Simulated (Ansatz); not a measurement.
# RbZnCl3 (model structure): optical spectrum from first principles

Wanted: where RbZnCl3 (model structure) starts to absorb, how strongly, and its refractive index. The structure is a model built here, which may or may not match a known phase. It was built so: All F replaced by Cl and K replaced by Rb in the Pm-3m structure of KZnF3. The cell given below was relaxed beforehand with Ansatz.

Program: Ansatz 0.2.0. Level of theory: DFT, PBE, plane-wave PAW, default files, scalar-relativistic, independent-particle optical response without local fields. Results are calculated unless marked as measured.

## (1) The starting structure

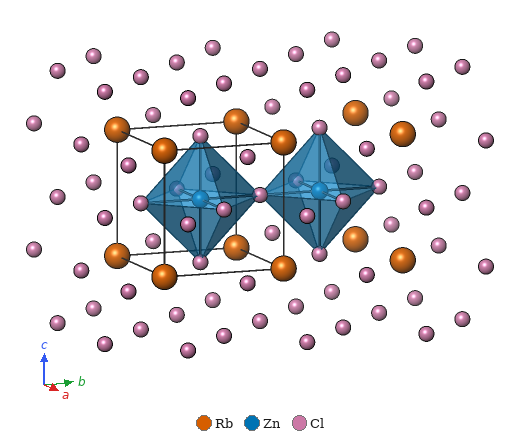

Start, viewed slightly off an axis; rubidium orange, zinc blue, chlorine pink. 1×2×1 cells are drawn. Some periodic images of atoms are drawn too.

## (2) Ground state and bands

First the ground state: is it a metal or has it a gap?

This step: DFT, PBE, plane-wave PAW, default files, scalar-relativistic, ground state (Ansatz 0.2.0).

The input, input.yaml:

```yaml
crystal:
  lattice:
    - [5.0087695709, 0.0, 0.0]
    - [0.0, 5.0087695709, 0.0]
    - [0.0, 0.0, 5.0087695709]
  atoms:
    - { symbol: Rb, position: [0.0, 0.0, 0.0] }
    - { symbol: Zn, position: [0.5, 0.5, 0.5] }
    - { symbol: Cl, position: [0.5, 0.0, 0.5] }
    - { symbol: Cl, position: [0.0, 0.5, 0.5] }
    - { symbol: Cl, position: [0.5, 0.5, 0.0] }
kpoints:
  mp_grid: { grid: [5, 5, 5] }
  band_path:
    path:
      - [[0.0, 0.0, 0.0], [0.0, 0.5, 0.0], [0.5, 0.5, 0.0], [0.0, 0.0, 0.0], [0.5, 0.5, 0.5], [0.0, 0.5, 0.0]]
      - [[0.5, 0.5, 0.0], [0.5, 0.5, 0.5]]
    npoints: 11
scf:
  occupations: { method: fermi_dirac, width: 0.05 }
  n_extra_bands: 9
hamiltonian:
  xc: pbe
  pseudopotentials: { kind: paw }
output:
  forces: true
  stress: true
  populations: true
  write_bands: true
  write_density: true
  write_potential: true
  elf: true
  volumetric_format: npy
```

On the command line:

```sh
$ ansatz run input.yaml --threads 2 --pin off --max-ram 5120MiB --backend cpu --events-out ev --progress --plain --runs-dir out
```

Numbers of over 12 decimals in the logs are rounded to 6 here.

What it wrote:

```text
scf.n_extra_bands = 9 over 21 filled bands (N_el = 42.0): the run solves 30 bands
Engine: ansatz 0.2.0, x86_64-unknown-linux-gnu
Pseudopotentials: kind: paw
Pseudopotential: Rb, paw, valence charge 9, recommended cutoff 420 eV (normal), Rb.paw.azcp
Pseudopotential: Zn, paw, valence charge 12, recommended cutoff 420 eV (normal), Zn.paw.azcp
Pseudopotential: Cl, paw, valence charge 7, recommended cutoff 420 eV (normal), Cl.paw.azcp
Functional definition: PBE
  parameter kappa = 0.804
  parameter beta = 0.066725
  exchange = pbe_x(kappa = kappa, mu = beta*pi^2/3)
  correlation = pbe_c(beta = beta)
Crystal: 5 atoms, lattice volume = 125.659 Å³
Basis set: ecut = 420 eV, 2517 PW (Γ), exchange–correlation on 72×72×72 points (8 copies of the dense FFT grid, shifted against one another)
Bands: 30, of which v1, the nominal top of the filled ones, is band 21 counted from 1 (20 counted from 0)
Symmetry: 48 space group operations
Space group: Pm-3m (ITA 221), of the structure as read, at distance tolerance 5.0e-5 Å
k-points: 10 of 125
Non-local potential: Rb, projectors of the file, l = 0: 3, l = 1: 2, l = 2: 2
Non-local potential: Zn, projectors of the file, l = 0: 2, l = 1: 2, l = 2: 3, l = 3: 1
Non-local potential: Cl, projectors of the file, l = 0: 2, l = 1: 2, l = 2: 2
PAW form: soft (Blöchl's): semilocal exchange-correlation on the pseudo side does not see the compensation charge
PAW one-centre angular grid: Rb, 110 points (default); XC on 64 Gauss nodes
PAW one-centre angular grid: Zn, 590 points (default); XC on 64 Gauss nodes
PAW one-centre angular grid: Cl, 110 points (default); XC on 64 Gauss nodes
Initial density: superposition of atomic densities (neutral atoms: chi_scale 0, normalization atom), corrected by the library's trained network
Initial wavefunctions: pseudopotential atomic-orbital guess
Functional: x = pbe(κ = 0.804, μ = 0.219515), c = pbe(β = 0.066725)
SCF iter   1: F=—  HF=-9831.992545 eV  |F-HF|=—  |Δ(HF+E_count)|=         —  Δρ=4.14e-4  dr2=1.12e-4  ethr=1.77e-3  ⟨swp⟩=8.0  Hψ=1541  notcnv=0  defer=2
preconditioner: auto → Resta (q_TF=auto, 2.273 Å⁻¹)  ε∞=3.4  [insulator: Δε(μ)=1.461 eV  Ē_g=13.409 eV  σ=0.050 eV  W_gap=1.00  n_scr=26 (ndim 8)  ℏωp=21.0 eV  f_vac=0.028  D(μ)=0.00/eV (n_scr^D=0)  ε∞_Penn≈3.4]
SCF iter   2: F=—  HF=-9831.992586 eV  |F-HF|=—  |Δ(HF+E_count)|=   4.03e-5  Δρ=1.72e-4  dr2=2.92e-5  ethr=2.66e-7  ⟨swp⟩=3.0  Hψ=700  notcnv=0  defer=19
SCF iter   3: F=—  HF=-9831.992558 eV  |F-HF|=—  |Δ(HF+E_count)|=   2.78e-5  Δρ=7.57e-5  dr2=6.50e-6  ethr=6.95e-8  ⟨swp⟩=2.0  Hψ=405  notcnv=0  defer=19
SCF iter   4: F=—  HF=-9831.992565 eV  |F-HF|=—  |Δ(HF+E_count)|=   7.53e-6  Δρ=4.21e-5  dr2=1.21e-6  ethr=1.55e-8  ⟨swp⟩=2.0  Hψ=419  notcnv=0  defer=19
iter 5 did not close the SCF: its close was put off for the readings that it lacked (scf_convergence_deferred on its scf_iter line)
SCF iter   5: F=-9831.992565 eV  HF=-9831.992565 eV  |F-HF|=9.14e-8  |Δ(HF+E_count)|=   7.51e-8  Δρ=7.85e-6  dr2=8.63e-8  ethr=2.89e-9  ⟨swp⟩=2.0  Hψ=380  notcnv=0  defer=19
SCF iter   6: F=-9831.992565 eV  HF=-9831.992565 eV  |F-HF|=6.54e-9  |Δ(HF+E_count)|=   1.22e-7  Δρ=2.55e-6  dr2=9.76e-9  ethr=2.05e-10  ⟨swp⟩=11.4  Hψ=2173  notcnv=0
SCF 1 converged in 6 iterations: F = -9831.992565 eV  dr2 = 9.76e-9
  greatest PAW one-centre occupation: 0.988 electrons in one spin orbital (limit 2), on the Zn atom at site 1 (counted from 0), in its partial waves of l = 2
NSCF: frozen V_eff on 68 k-points
SCF converged after 6 iterations
Free energy (F): -9831.992565 eV
Harris-Foulkes:  -9831.992565 eV  (|F-HF|=6.54e-9)
Internal energy: -9831.992565 eV  (E = F + TS)
E sigma→0 (E₀):  -9831.992565 eV
Entropy (-TS):   -0.000000 eV (-0.000 meV/atom)
Fermi energy:    3.654153 eV
--- Per-component energies (eV) ---
  E_band       = -132.990351
  E_kinetic    = 806.804085
  E_local      = -3371.949716  (includes V_loc(G=0)·N_el)
  E_nonlocal   = 878.106742
  E_hartree    = 1271.069301
  E_xc         = -588.174861
  E_vxc        = -553.784845  (∫ρ·V_xc dr)
  E_paw        = -6429.477755  (= ΣΔE_a)
  E_vpaw       = -434.306343  (= ΣTr[D̂ρ^β])
  E_aug_tail   = -0.000107  (compensation charges beyond the density's cutoff)
  E_ewald      = -2398.370256
  E_smearing   = -0.000000  (= −TS)
  E_closure    = -0.000000  (closes the sum)
  Σ components = -9831.992565   (vs F -9831.992565, Δ=0.00e0)
--- Forces (eV/Å), atoms counted from 1 ---
  atom   1  Rb    -0.00000000     0.00000000    -0.00000000
  atom   2  Zn     0.00000000     0.00000000     0.00000000
  atom   3  Cl     0.00000000    -0.00000000     0.00000000
  atom   4  Cl     0.00000000     0.00000000     0.00000000
  atom   5  Cl     0.00000000    -0.00000000     0.00000000
  max |Σ_I F_I| component: 7.19e-29 eV/Å
--- Stress (GPa, compression-positive) ---
       -0.018004       0.000000       0.000000
        0.000000      -0.018004       0.000000
       -0.000000       0.000000      -0.018004
  P = ⅓ Tr σ = -0.0180 GPa (-0.180 kbar)
--- Band table (eV; the first three rows and the last of 10) ---
  k-point 0: bands = [... 17 lower, 2.1733, 2.4845, 2.4845, 2.4845, 4.2905, 8.7323, 9.8544, 9.8544, ... 5 higher]
  k-point 1: bands = [... 17 lower, 2.1142, 2.1142, 2.4113, 2.4113, 5.1668, 9.2474, 10.1919, 10.2863, ... 5 higher]
  k-point 2: bands = [... 17 lower, 2.0098, 2.0098, 2.3003, 2.3003, 6.7265, 10.3187, 10.9178, 11.1529, ... 5 higher]
  k-point 9: bands = [... 17 lower, 2.4442, 2.8114, 2.8114, 2.8214, 8.6560, 9.6622, 9.6622, 10.3731, ... 5 higher]
--- Löwdin populations: 5 sites ---
  site symbol       q [e]
     0     Rb      8.2621
     1     Zn     10.6359
     2     Cl      7.6294
     3     Cl      7.6294
     4     Cl      7.6294
  spilling = 0.005092 (of n_electrons = 42.000000)
```

Wall time 8 s (2 threads of AMD EPYC 7R43, shared host); peak memory 0.44 GiB.

Numbers from this step:

- free energy: -9831.9926 eV
- Fermi energy: 3.654 eV
- gap by band count: 1.469 eV
- electrons: 42
- symmetry operations: 48
- pressure: -0.01800 GPa
- volume: 125.7 Å³
- gap on the path: 1.391 eV
- least direct gap on the path: 1.806 eV

There is a gap, 1.39 eV on the path, so no carriers' term is needed. The cell is left with a pressure of 0.0 GPa after its relaxation.

The electronic bands at the labelled points (eV, zero at the Fermi level; v1 is the highest filled band, c1 the lowest empty one):

```csv
point,v4,v3,v2,v1,c1,c2,c3,c4
Γ,-1.48,-1.17,-1.17,-1.17,0.64,5.08,6.20,6.20
X,-1.66,-1.66,-1.37,-1.37,3.44,6.87,7.45,7.61
M,-1.78,-1.78,-0.90,-0.78,5.26,6.57,6.57,8.16
Γ,-1.48,-1.17,-1.17,-1.17,0.64,5.08,6.20,6.20
R,-0.89,-0.76,-0.76,-0.76,5.49,5.49,5.49,6.47
X,-1.66,-1.66,-1.37,-1.37,3.44,6.87,7.45,7.61
jump to M,-1.78,-1.78,-0.90,-0.78,5.26,6.57,6.57,8.16
R,-0.89,-0.76,-0.76,-0.76,5.49,5.49,5.49,6.47
```

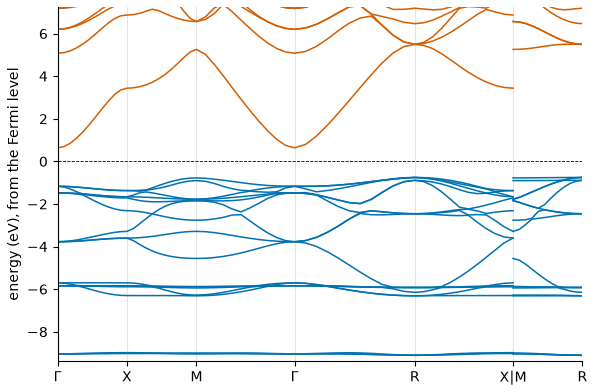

Electronic bands along the path; lines of filled and empty bands in two colours.

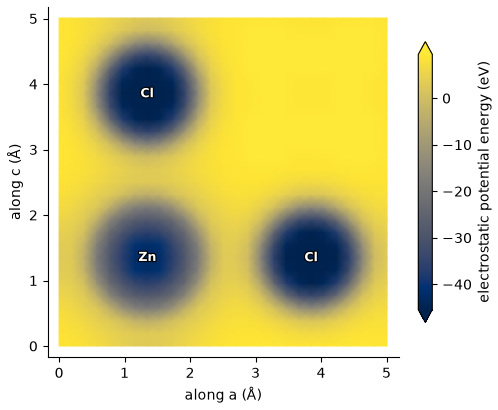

Electrostatic potential energy in the ac plane at fractional y = 0.500, with atoms of Zn and Cl within 0.2 Å of it. With pseudopotentials it is smooth inside the atoms' cores, unlike the true potential. The map starts off the cell's origin, so that atoms lie inside it.

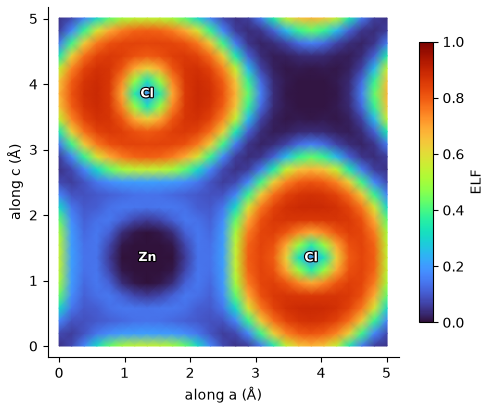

ELF in the ac plane at fractional y = 0.500, with atoms of Zn and Cl within 0.2 Å of it. It is the smooth field of the valence electrons, not physical close to the nuclei. The map starts off the cell's origin, so that atoms lie inside it.

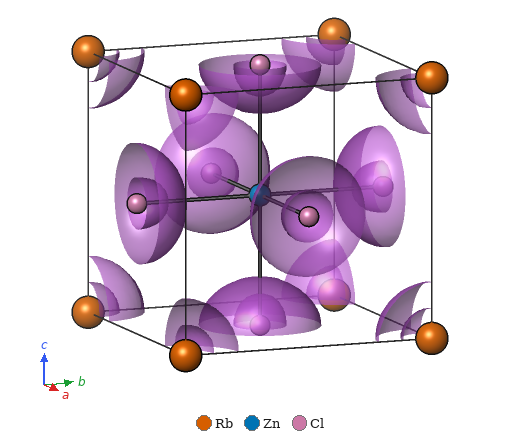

Surface of ELF = 0.81.

## (3) Spectrum

The spectrum is a sum over vertical transitions between filled and empty bands at the fixed density, so many empty bands are needed.

This step: DFT, PBE, plane-wave PAW, default files, scalar-relativistic, independent-particle optical response without local fields (Ansatz 0.2.0).

input.yaml, the sections that differ from step 2:

```yaml
kpoints:
  mp_grid: { grid: [5, 5, 5] }
scf:
  occupations: { method: fixed }
output:
  optics:
    e_range: [0, 20]
    de: 0.05
    sigma: 0.2
    nscf_kmesh: { grid: [5, 5, 5] }
    bands: auto
# crystal, hamiltonian: as in step 2
```

What it wrote:

```text
[...]
Crystal: 5 atoms, lattice volume = 125.659 Å³
Basis set: ecut = 420 eV, 2517 PW (Γ)
Bands: 26, of which v1, the nominal top of the filled ones, is band 21 counted from 1 (20 counted from 0)
Symmetry: 48 space group operations
[...]
k-points: 10 of 125
[...]
SCF iter   1: F=—  HF=-9831.992831 eV  |F-HF|=—  |Δ(HF+E_count)|=         —  Δρ=3.88e-4  dr2=1.08e-4  ethr=1.77e-3  ⟨swp⟩=5.9  Hψ=1212  notcnv=0  defer=29
[...]
SCF iter   9: F=-9831.992650 eV  HF=-9831.992650 eV  |F-HF|=3.64e-12  |Δ(HF+E_count)|=  4.18e-11  Δρ=3.13e-8  dr2=2.13e-12  ethr=1.00e-12  ⟨swp⟩=9.4  Hψ=1061  notcnv=0
SCF 1 converged in 9 iterations: F = -9831.992650 eV  dr2 = 2.13e-12
[...]
NSCF: frozen V_eff on 10 k-points
[...]
output.optics: what the bands over the 99 summed would add to eps1, eps2 and the energy-loss function is held between a lower and an upper bound (7 Lanczos steps). eps1, eps2 and their loss function (loss_summed_bands) are given on every row as the summed bands alone make them. Along an axis, on a row where the two bounds hold the loss function to about 1 % of the greater of itself and 0.5 % of |1/eps|, its cell (loss_completed) is given, with the completed eps1 and eps2 that it is formed of (a cell that is left empty reads nan in the table and null in the record). The two bounds hold it so along every axis on all 401 rows up to 20.000 eV. [rest of the remark cut]
SCF converged after 9 iterations
Free energy (F): -9831.992650 eV
[...]
Internal energy: -9831.992650 eV  (E = F + TS)
E sigma→0 (E₀):  -9831.992650 eV
Fermi energy:    2.821456 eV
[...]
--- Band table (eV; the first three rows and the last of 10) ---
  k-point 0: bands = [... 17 lower, 2.1733, 2.4845, 2.4845, 2.4845, 4.2905, 8.7324, 9.8545, 9.8545, ... 1 higher]
  k-point 1: bands = [... 17 lower, 2.1142, 2.1142, 2.4113, 2.4113, 5.1669, 9.2475, 10.1920, 10.2864, ... 1 higher]
  k-point 2: bands = [... 17 lower, 2.0098, 2.0098, 2.3003, 2.3003, 6.7266, 10.3188, 10.9179, 11.1530, ... 1 higher]
  k-point 9: bands = [... 17 lower, 2.4442, 2.8114, 2.8114, 2.8215, 8.6560, 9.6622, 9.6622, 10.3731, ... 1 higher]
```

It took 47 s on 2 threads; peak memory 0.73 GiB.

Read-outs, printed or worked out from the files:

* electronic dielectric constant ε∞, mean over x, y and z (by symmetry where fewer were run): 3.887
* absorption onset, first axis (α over 10⁴ cm⁻¹, or the direct gap if that lies higher): 1.834 eV
* main peak of Im epsilon, first axis: 9.324 eV
* photocurrent from vertical transitions in a film 500 nm thick on a perfect mirror (two passes), AM1.5G, no front reflection, all carriers collected: 17.85 mA/cm²
* least direct gap on the mesh: 1.806 eV
* bands summed: 99
* spectra valid up to: 37.15 eV
* program's estimate of the k-sum error in Im epsilon: 0.04 %
* electrons in the f-sum: 29.57

The Im ε, any direction has structure finer than the step of the table below, so its rows give means over 1 eV, whole bins alone (the curve runs from 0 to 20 eV). Peaks (eV: height): 5.5: 2.81, 9.3: 4.88, 11.9: 3.65, 17.4: 2.12.

Table of Im ε, any direction by photon energy; means over each step:

```csv
photon energy (eV),"Im ε, any direction"
1,2.0e-4
2,0.389
3,0.732
4,0.885
5,2.19
6,2.47
7,2.44
8,3.49
9,4.37
10,3.41
11,2.61
12,3.19
13,1.93
14,1.36
15,1.35
16,1.70
17,2.01
18,1.70
19,1.12
```

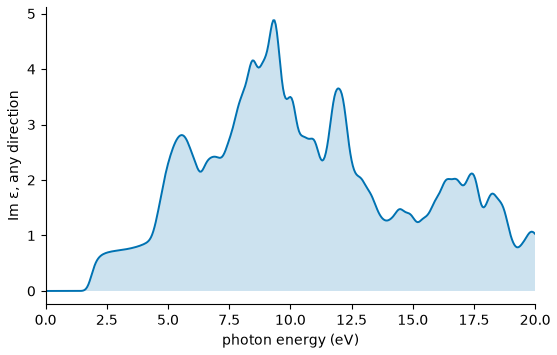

Im ε, any direction against photon energy.

The Re ε, any direction by photon energy:

```csv
photon energy (eV),"Re ε, any direction"
0,3.89
1,3.99
2,4.48
3,4.18
4,4.46
5,4.85
6,3.36
7,3.59
8,3.72
9,2.54
10,0.784
11,0.749
12,0.405
13,-0.152
14,0.376
15,0.498
16,0.962
17,0.333
18,0.0272
19,-0.598
20,-0.300
```

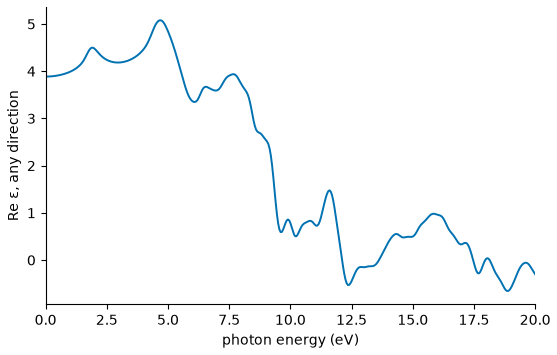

Re ε, any direction against photon energy.

The loss function −Im 1/ε at q → 0, any direction has structure finer than the step of the table below, so its rows give means over 1 eV, whole bins alone (the curve runs from 0 to 20 eV). Peaks (eV: height): 13.8: 0.760, 19.4: 1.19.

The loss function −Im 1/ε at q → 0, any direction by energy loss; means over each step:

```csv
energy loss (eV),"loss function −Im 1/ε at q → 0, any direction"
1,1.2e-5
2,0.0201
3,0.0402
4,0.0414
5,0.0800
6,0.132
7,0.125
8,0.135
9,0.177
10,0.286
11,0.342
12,0.295
13,0.519
14,0.687
15,0.623
16,0.460
17,0.481
18,0.584
19,0.826
```

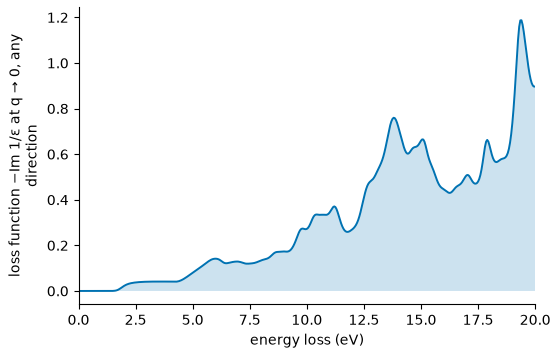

Loss function −Im 1/ε at q → 0, any direction, plotted against energy loss.

Values under 1 per cm are given as 1. Absorption coefficient, any direction against photon energy:

```csv
photon energy (eV),"absorption coefficient, any direction (1/cm)"
0,1
2,21840
4,80420
6,3.8e5
8,6.8e5
10,1.2e6
12,1.6e6
14,9.8e5
16,1.1e6
18,1.6e6
20,1.7e6
```

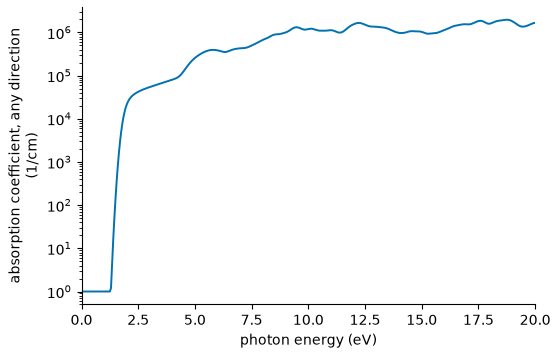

Absorption coefficient, any direction, plotted against photon energy.

Table of refractive index n and extinction k by photon energy:

```csv
photon energy (eV),n,k
0,1.97,0
2,2.12,0.108
4,2.12,0.198
6,1.94,0.633
8,2.10,0.834
10,1.48,1.18
12,1.43,1.28
14,0.923,0.690
16,1.21,0.703
18,0.893,0.877
20,0.620,0.828
```

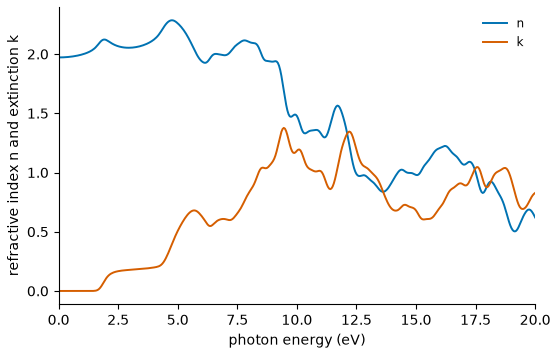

Refractive index n and extinction k, plotted against photon energy.

Optical constants at common wavelengths, from n + ik = √ε:

```csv
wavelength (nm),n,k,R (%),1/α
1064,2.01,0.000,11.2,over 1 mm
800,2.06,0.002,11.9,28 µm
633,2.12,0.095,13.0,528 nm
532,2.08,0.158,12.5,268 nm
450,2.06,0.174,12.2,205 nm
365,2.07,0.184,12.4,158 nm
193,1.98,0.552,13.8,28 nm
```

Rows near the edge hang on the gap, which this functional as a rule makes too small, and phonon-assisted absorption is left out.

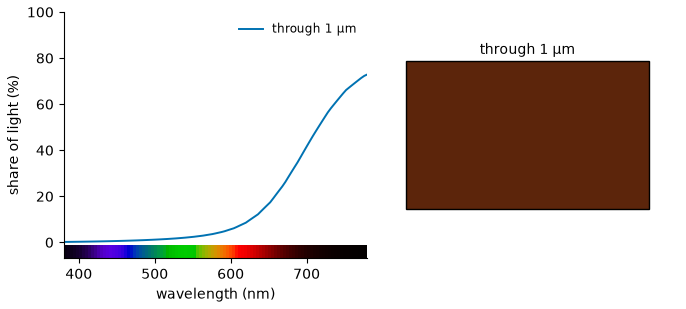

Light through 1 µm across the visible range, with the colour that it makes of daylight (sRGB).

A film 1 µm thick would pass 4 % of daylight and look orange, dark in transmission (x = 0.541, y = 0.383). A larger true gap would move the edge to shorter wavelengths and change the colour.

The f-sum over the summed bands holds 29.6 of the cell's 42 electrons outside the frozen cores, 8 of which lie in bands more than 12 eV below the Fermi level, whose transitions come at higher energies. Up to 20 eV the strength has a mean oscillator energy of 9.7 eV, close to the main peak.

[end of part 1 of 2]

[Logs are printed without paths, hosts, clocks, repeated set-up lines and the standing remarks that a program may print on its own settings, such as how far it seeks lower states.]

[Hosts, paths, dates, database ids (printed as entryN), source tags and the programs' standing remarks are cut or masked in the printed files.]
